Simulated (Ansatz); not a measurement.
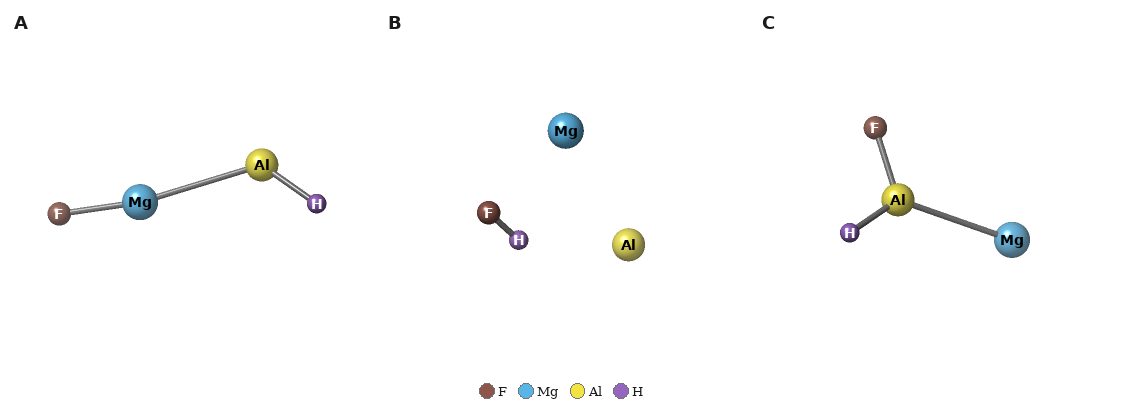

3 stationary structures of one formula. Charge 0, doublet. Geometries: PBE0-D4/def2-TZVP. Electronic energies: UHF-CCSD(T) (frozen core)/def2-TZVPP (Ansatz 0.2.0), without zero-point energy. No frequency run is at hand to confirm each as a minimum.

**Which is lowest in energy, and by how much?**

C is lowest (Cs); A lies 0.541 eV above it, B lies 2.544 eV above it (Cs).

The determinant isn't a pure spin state (⟨S²⟩ up to 1.36).
